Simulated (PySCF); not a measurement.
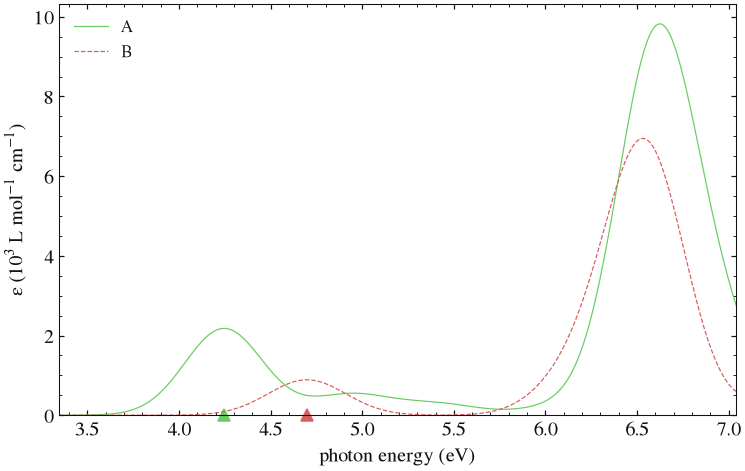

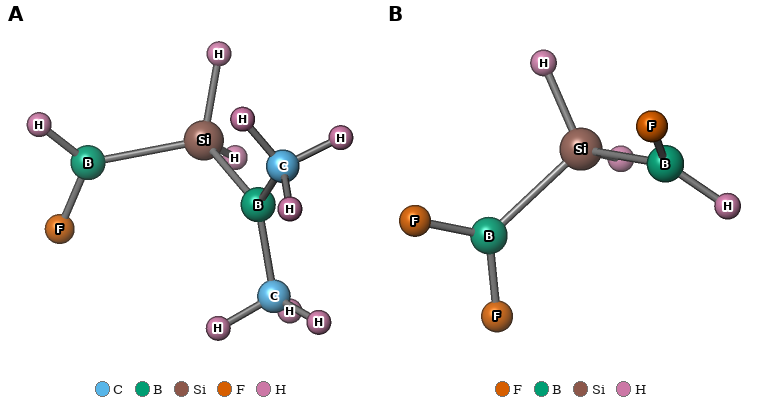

Related molecules: A is C₂H₉B₂FSi, SMILES CB(C)[SiH2]BF; B is B₂SiH₃F₃, SMILES FB[SiH2]B(F)F. Vertical TDDFT absorption, PBE0/def2-SVPD, PySCF, at a GFN2-xTB geometry (no frequency check); Gaussians of 1/e half-width 0.30 eV, triangles mark S1, and the range ends where the computed states of one molecule run out.

Question: How does the lowest singlet move?

Answer: A: 4.25 eV (f = 0.040, mainly HOMO → LUMO (92 %)); B: 4.70 eV (f = 0.016, mainly HOMO → LUMO (92 %)). From A to B it shifts 0.45 eV to the blue.

Question: And the brightest state of each within the range drawn?

Answer: A: S6 at 6.60 eV, f = 0.17; B: S4 at 6.55 eV, f = 0.12.

Limits of at least one run: core orbitals are frozen in the response; one conformer of a flexible molecule; the tight-binding geometry is rougher than a DFT one and adds to the error.
